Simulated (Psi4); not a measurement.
# One shape, several levels: doublet CH5FSi−

Wanted: a comparison of 4 runs (UHF/STO-3G, UHF/3-21G, UHSE06/6-311+G**, UTPSSh/6-311+G**) of doublet CH5FSi−. 

The results are computed with Psi4 1.11.

2 further runs of the same task are left out: 2 set aside as unsound or not needed.

### Step 1. The structure to begin with

CH5FSi− has 8 atoms, charge -1, and is taken as a doublet. SMILES of the parent species: `C[SiH2]F`. The shape is that of a PBE0-D4/def2-TZVP optimisation. That shape belongs to the parent species and isn't relaxed for this state.

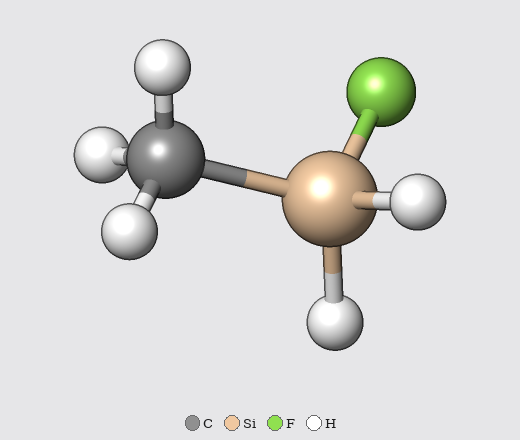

The structure, seen from a chosen angle (carbon grey, silicon light orange, fluorine green, hydrogen white).

### Step 2. Energy and forces at UHF/STO-3G (run 1)

File run.py:

```python
import psi4

psi4.set_memory(1600000000)
psi4.set_num_threads(1)
psi4.core.set_output_file('ch5fsi.out', False)

geom = psi4.geometry("""
-1 2
C     -0.521400     0.700300    -0.437000
Si     0.448400    -0.642000     0.395200
F      1.946500    -0.649600    -0.178800
H     -0.562400     0.542500    -1.517100
H     -1.546700     0.713200    -0.056500
H     -0.077200     1.680300    -0.248400
H      0.538700    -0.420800     1.860700
H     -0.133700    -1.981200     0.126000
units angstrom
symmetry c1
no_reorient
no_com
""")

psi4.set_options({
    'reference': 'uhf',
    'puream': True,
    'e_convergence': 1e-09,
    'd_convergence': 1e-08,
    'scf_type': 'pk',
    'maxiter': 100,
})

E, wfn = psi4.gradient('hf/STO-3G', return_wfn=True)
print('gradient / Eh bohr^-1')
print(E.np.round(6))
print(f'energy = {wfn.energy():.10f} Eh')
```

Launch:

```sh
$ python run.py
```

ch5fsi.out:

```text
[...]
  Running in c1 symmetry.
[...]
  Nuclear repulsion =  115.959115419017664
[...]
  Multiplicity = 2
[...]
  Nalpha       = 18
  Nbeta        = 17
[...]
    Number of basis functions: 24
[...]
   @UHF iter   1:  -423.44164803369728   -1.93293e+00   8.61256e-03 ADIIS/DIIS
[...]
   @UHF iter  18:  -423.50200060536383   -2.27374e-13   5.79706e-09 DIIS
[...]
   @S^2 Observed:                7.540236228E-01
[...]
  @UHF Final Energy:  -423.50200060536383
   => Energetics <=
    Nuclear Repulsion Energy =            115.9591154190176638
    One-Electron Energy =                -833.6071549698267518
    Two-Electron Energy =                 294.1460389454452979
    Total Energy =                       -423.5020006053638326
  UHF NO Occupations:
  HONO-2 :   16  A 1.9994850
  HONO-1 :   17  A 1.9990845
[...]
  -Total Gradient:
     Atom            X                  Y                   Z
    ------   -----------------  -----------------  -----------------
       1        0.049984330358     0.010031088822    -0.028428684602
       2        0.123893662857     0.008443517638    -0.055976091311
       3       -0.264632103323     0.019411834995     0.085330081201
       4        0.002080001964    -0.001646017232    -0.007368370073
       5        0.019348903728    -0.026269668161     0.016175524988
       6        0.005238504421     0.005827243999     0.000901806624
       7        0.038386466806     0.006646254741     0.010788590358
       8        0.025700233189    -0.022444254801    -0.021422857184
[...]
```

Standard output:

```text
gradient / Eh bohr^-1
[[ 0.049984  0.010031 -0.028429]
 [ 0.123894  0.008444 -0.055976]
 [-0.264632  0.019412  0.08533 ]
 [ 0.00208  -0.001646 -0.007368]
 [ 0.019349 -0.02627   0.016176]
 [ 0.005239  0.005827  0.000902]
 [ 0.038386  0.006646  0.010789]
 [ 0.0257   -0.022444 -0.021423]]
energy = -423.5020006054 Eh
```

It took 2.4 s on 1 thread of AMD EPYC 7B13 (Zen 3), shared host; peak memory 0.18 GiB.

### Step 3. Energy and forces at UHF/3-21G (run 2)

File ch5fsi.xyz:

```xyz
8
CH5FSi
C     -0.521400     0.700300    -0.437000
Si     0.448400    -0.642000     0.395200
F      1.946500    -0.649600    -0.178800
H     -0.562400     0.542500    -1.517100
H     -1.546700     0.713200    -0.056500
H     -0.077200     1.680300    -0.248400
H      0.538700    -0.420800     1.860700
H     -0.133700    -1.981200     0.126000
```

File calc.py:

```python
import psi4

psi4.set_memory(1600000000)
psi4.set_num_threads(1)
psi4.set_output_file('output.dat', False)

with open('ch5fsi.xyz') as f:
    atoms = ''.join(f.readlines()[2:])
m = psi4.geometry('-1 2\n' + atoms + 'symmetry c1')

psi4.set_options({
    'reference': 'uhf',
    'puream': True,
    'e_convergence': 1e-09,
    'd_convergence': 1e-08,
    'scf_type': 'pk',
    'maxiter': 100,
})

energy_value, wavefunction = psi4.gradient("hf/3-21G", return_wfn=True)
psi4.oeprop(wavefunction, "MAYER_INDICES", "QUADRUPOLE", "WIBERG_LOWDIN_INDICES", title="HF")
print('gradient / Eh bohr^-1')
print(energy_value.np.round(6))
print(f'energy = {wavefunction.energy():.10f} Eh')
```

Launch:

```sh
$ python calc.py
```

output.dat:

```text
[...]
  Running in c1 symmetry.
[...]
  Nuclear repulsion =  115.959115419017664
[...]
  Multiplicity = 2
[...]
  Nalpha       = 18
  Nbeta        = 17
[...]
    Number of basis functions: 41
[...]
   @UHF iter   1:  -426.66189992647526   -5.96312e-01   1.04396e-02 DIIS/ADIIS
[...]
   @UHF iter  17:  -426.75562318653772   -6.82121e-13   5.56707e-09 DIIS
[...]
   @S^2 Observed:                7.568462907E-01
[...]
  @UHF Final Energy:  -426.75562318653772
   => Energetics <=
    Nuclear Repulsion Energy =            115.9591154190176638
    One-Electron Energy =                -830.3469888806746440
    Two-Electron Energy =                 287.6322502751193042
    Total Energy =                       -426.7556231865377185
  UHF NO Occupations:
  HONO-2 :   16  A 1.9994502
  HONO-1 :   17  A 1.9976453
[...]
  -Total Gradient:
     Atom            X                  Y                   Z
    ------   -----------------  -----------------  -----------------
       1        0.007579877473    -0.024210013733     0.018921268364
       2        0.075512600383     0.045517038408    -0.070345415266
       3       -0.056662824341    -0.013899257973     0.034485706292
       4        0.002334296718    -0.004262120727     0.003056135603
       5       -0.010955578269    -0.003466974881     0.007307644765
       6        0.002263245784    -0.004222371141     0.002879231448
       7       -0.012154720362    -0.002622262931    -0.003594603378
       8       -0.007916897385     0.007165962977     0.007290032172
[...]
```

The script printed:

```text
gradient / Eh bohr^-1
[[ 0.00758  -0.02421   0.018921]
 [ 0.075513  0.045517 -0.070345]
 [-0.056663 -0.013899  0.034486]
 [ 0.002334 -0.004262  0.003056]
 [-0.010956 -0.003467  0.007308]
 [ 0.002263 -0.004222  0.002879]
 [-0.012155 -0.002622 -0.003595]
 [-0.007917  0.007166  0.00729 ]]
energy = -426.7556231865 Eh
```

Wall time 2.4 s (1 thread of AMD EPYC 7B13 (Zen 3), shared host); peak memory 0.18 GiB.

Run 3 isn't shown in full; the table further down has it.

### Step 4. Energy and gradient at UTPSSh/6-311+G(d,p) (run 4)

File ch5fsi.json:

```json
{
 "schema_name": "qcschema_input",
 "schema_version": 1,
 "molecule": {
  "schema_name": "qcschema_molecule",
  "schema_version": 2,
  "symbols": ["C", "Si", "F", "H", "H", "H", "H", "H"],
  "geometry": [-0.9853032, 1.32337521, -0.82581032, 0.84735319, -1.21320417, 0.74681976, 3.6783519, -1.22756609, -0.33788303, -1.06278197, 1.02517642, -2.8669035, -2.9228394, 1.34775267, -0.10676953, -0.14588686, 3.17530681, -0.46940797, 1.01799546, -0.79519675, 3.5162134, -0.25265638, -3.7439254, 0.23810549],
  "molecular_charge": -1,
  "molecular_multiplicity": 2,
  "fix_symmetry": "c1"
 },
 "driver": "gradient",
 "model": {
  "method": "tpssh",
  "basis": "6-311+G**"
 },
 "keywords": {
  "reference": "uks",
  "puream": true,
  "e_convergence": 1e-09,
  "d_convergence": 1e-08,
  "scf_type": "pk",
  "dft_radial_points": 99,
  "dft_spherical_points": 590,
  "maxiter": 100,
  "scf_properties": ["MULLIKEN_CHARGES", "LOWDIN_CHARGES", "MAYER_INDICES"]
 }
}
```

Launch:

```sh
$ psi4 --qcschema ch5fsi.json -n 1 --memory 1600MB
```

stdout:

```text
[...]
  Running in c1 symmetry.
[...]
  Nuclear repulsion =  115.959115480258006
[...]
  Multiplicity = 2
[...]
  Nalpha       = 18
  Nbeta        = 17
[...]
    Number of basis functions: 104
[...]
   @UKS iter   1:  -430.04120144114330   -5.78512e-02   9.37492e-03 ADIIS/DIIS
[...]
   @UKS iter  19:  -430.54282740579822   -1.89289e-11   4.70999e-09 DIIS
[...]
   @S^2 Observed:                7.501034264E-01
[...]
  @UKS Final Energy:  -430.54282740579822
   => Energetics <=
    Nuclear Repulsion Energy =            115.9591154802580064
    One-Electron Energy =                -830.4410342820902997
    Two-Electron Energy =                 319.0722082424530299
    DFT Exchange-Correlation Energy =     -35.1331168464189219
    Empirical Dispersion Energy =           0.0000000000000000
    VV10 Nonlocal Energy =                  0.0000000000000000
    Total Energy =                       -430.5428274057982208
[...]
  -Total Gradient:
     Atom            X                  Y                   Z
    ------   -----------------  -----------------  -----------------
       1       -0.003007371843     0.002913232712    -0.001506641519
       2        0.035266645251    -0.002393883454    -0.011499269458
       3       -0.028482129390     0.000335961455     0.010723017472
       4        0.001107681933     0.000396763378     0.003509578915
       5        0.000187358642    -0.000224836214     0.000117032817
       6       -0.000564821779    -0.003498580680    -0.000874252855
       7       -0.002247065444     0.001277537742    -0.000165203273
       8       -0.002294055440     0.001184173317    -0.000282582125
[...]
```

The result, in JSON:

```text
{
 "driver": "gradient",
 "model": {
  "method": "tpssh",
  "basis": "6-311+G**"
 },
 "success": true,
 "return_result": [-0.0030073718433797046, 0.002913232711956454, -0.0015066415190197538, 0.03526664525120266, -0.0023938834544095303, -0.011499269458191717, -0.028482129389724387, 0.0003359614554381467, 0.01072301747200681, 0.0011076819327584982, 0.0003967633782562055, 0.003509578914535294, 0.0001873586419534612, -0.00022483621440921907, 0.00011703281658809184, -0.0005648217789193388, -0.0034985806797408203, -0.0008742528551637305, -0.0022470654444481943, 0.001277537741988407, -0.00016520327274666124, -0.0022940554399705007, 0.001184173316767359, -0.0002825821254317032],
 "properties": {
  "calcinfo_nbasis": 104,
  "calcinfo_nmo": 104,
  "calcinfo_nalpha": 18,
  "calcinfo_nbeta": 17,
  "calcinfo_natom": 8,
  "nuclear_repulsion_energy": 115.959115480258,
  "return_energy": -430.5428274057982,
  "return_gradient": [-0.0030073718433797046, 0.002913232711956454, -0.0015066415190197538, 0.03526664525120266, -0.0023938834544095303, -0.011499269458191717, -0.028482129389724387, 0.0003359614554381467, 0.01072301747200681, 0.0011076819327584982, 0.0003967633782562055, 0.003509578914535294, 0.0001873586419534612, -0.00022483621440921907, 0.00011703281658809184, -0.0005648217789193388, -0.0034985806797408203, -0.0008742528551637305, -0.0022470654444481943, 0.001277537741988407, -0.00016520327274666124, -0.0022940554399705007, 0.001184173316767359, -0.0002825821254317032],
  "scf_one_electron_energy": -830.4410342820903,
  "scf_two_electron_energy": 319.07220824245303,
  "scf_xc_energy": -35.13311684641892,
  "scf_dipole_moment": [2.6605485385214624, -0.867251003216202, -0.25170993783510154],
  "scf_total_energy": -430.5428274057982,
  "scf_total_gradient": [-0.0030073718433797046, 0.002913232711956454, -0.0015066415190197538, 0.03526664525120266, -0.0023938834544095303, -0.011499269458191717, -0.028482129389724387, 0.0003359614554381467, 0.01072301747200681, 0.0011076819327584982, 0.0003967633782562055, 0.003509578914535294, 0.0001873586419534612, -0.00022483621440921907, 0.00011703281658809184, -0.0005648217789193388, -0.0034985806797408203, -0.0008742528551637305, -0.0022470654444481943, 0.001277537741988407, -0.00016520327274666124, -0.0022940554399705007, 0.001184173316767359, -0.0002825821254317032],
  "scf_iterations": 19
 }
}
```

Wall time 2.5 min (1 thread of AMD EPYC 7B13 (Zen 3), shared host); peak memory 0.71 GiB.

### Step 5. All runs side by side

| run | level | integration grid | energy (Eh) | HOMO energy (eV) | LUMO energy (eV) | ⟨S²⟩ | wall time |
| --- | --- | --- | --- | --- | --- | --- | --- |
| 1 | UHF/STO-3G | – | -423.502001 | 12.29 | 21.31 | 0.754 | 2.4 s |
| 2 | UHF/3-21G | – | -426.755623 | 4.12 | 11.29 | 0.757 | 2.4 s |
| 3 | UHSE06/6-311+G** | 99 radial × 590 angular | -430.280733 | 2.32 | 2.86 | 0.750 | 91 s |
| 4 | UTPSSh/6-311+G** | 99 radial × 590 angular | -430.542827 | 2.29 | 2.91 | 0.750 | 2.5 min |

### Step 6. What came out

| quantity | value |
| --- | --- |
| run 4: total energy | -430.54283 Eh |
| run 4: HOMO energy (highest over α and β) | 2.29 eV |
| run 4: LUMO energy (lowest over α and β) | 2.91 eV |
| run 4: ⟨S²⟩ | 0.750 |
| run 4: largest force on an atom | 1.911 eV/Å |

**Reading.** Totals of different functionals can't be ranked against each other. In runs 1, 2, 3, 4 the HOMO lies above zero, so the outermost electron may be held by the basis alone. In run 1 the basis is minimal, so the values are rough. All runs together took 4.1 min, the longest 2.5 min.
